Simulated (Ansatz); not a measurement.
```yaml
atoms:
  - { symbol: C, position_ang: [-1.7735, 0.6820, 0.4396] }
  - { symbol: Si, position_ang: [0.0580, 1.0210, -0.0104] }
  - { symbol: Al, position_ang: [1.5084, -0.2132, 1.4465] }
  - { symbol: B, position_ang: [0.6267, -0.9510, -0.5876] }
  - { symbol: C, position_ang: [0.4098, 0.1196, -1.6630] }
  - { symbol: H, position_ang: [-2.3707, 1.5461, 0.1205] }
  - { symbol: H, position_ang: [-1.8986, 0.5801, 1.5224] }
  - { symbol: H, position_ang: [-2.1979, -0.2026, -0.0470] }
  - { symbol: H, position_ang: [0.9264, -0.4084, 2.9153] }
  - { symbol: H, position_ang: [3.0301, -0.5062, 1.0402] }
  - { symbol: H, position_ang: [0.7033, -2.1441, -0.6252] }
  - { symbol: H, position_ang: [1.3462, 0.4794, -2.1040] }
  - { symbol: H, position_ang: [-0.3477, -0.0374, -2.4326] }
```

Method: Ansatz, RKS PBE0-D4/6-31G*.

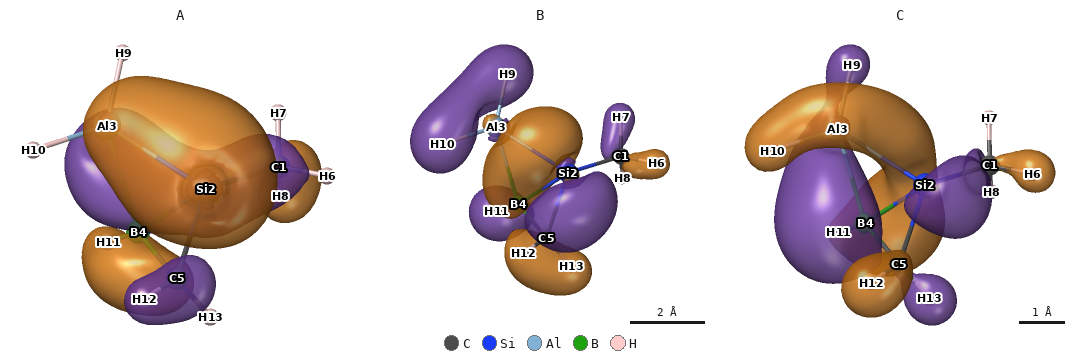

C2H8AlBSi. Three frontier orbitals at ±0.08 Å⁻³ᐟ² (orange and purple are the two phases), in no order.

> Which picture is the HOMO−1, the HOMO and the LUMO?

B is the HOMO−1 (−7.52 eV). By Hirshfeld shares it lies mainly on Si2 (about 25 %), C5 (about 20 %), Al3 (about 20 %), B4 (about 10 %) and H10 (about 5 %). A is the HOMO (−6.31 eV). By Hirshfeld shares it lies mainly on Si2 (about 45 %), B4 (about 20 %), Al3 (about 15 %) and C5 (about 5 %). C is the LUMO (−2.23 eV). It lies mainly on B4 (about 40 %), Al3 (about 15 %), Si2 (about 15 %) and C5 (about 5 %).

> What is the HOMO–LUMO gap?

4.08 eV between the orbital energies.
